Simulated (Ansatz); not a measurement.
## Nb3Ir: Nb → Y

The parent structure is Nb3Ir in the A15 (Cr3Si type) structure (space group Pm-3n, No. 223; a = 5.112 Å).

One thing is altered: full substitution Nb → Y; the structure is relaxed again.

Computed with PBEsol in Ansatz (plane waves to 420 eV, PAW, no spin-orbit coupling). Settings: 8×8×8 k-points, 0.05 eV Fermi–Dirac smearing, for the changed cell.

```yaml
volume_per_atom: 23.20 Å³ (base 16.69 Å³)
density: 8.21 g/cm³ (base 11.71 g/cm³)
space_group: Pm-3n (No. 223) (base Pm-3n (No. 223))
shortest_interatomic_distance: 2.852 Å (base 2.556 Å)
band_gap: zero (base zero)
```

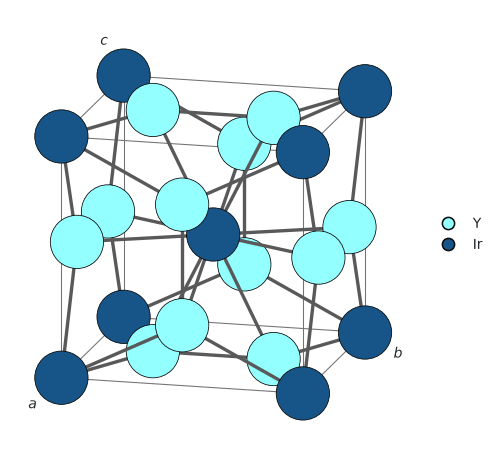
The relaxed conventional cell after the change

No phonon test of stability was made. As relaxed here, Y3Ir is a hypothetical phase, not in the database extracts checked. The final runs are not spin-polarised. Y3Ir has a high density of states at the Fermi level and may be magnetic at this level.

Ansatz is a first-principles code.
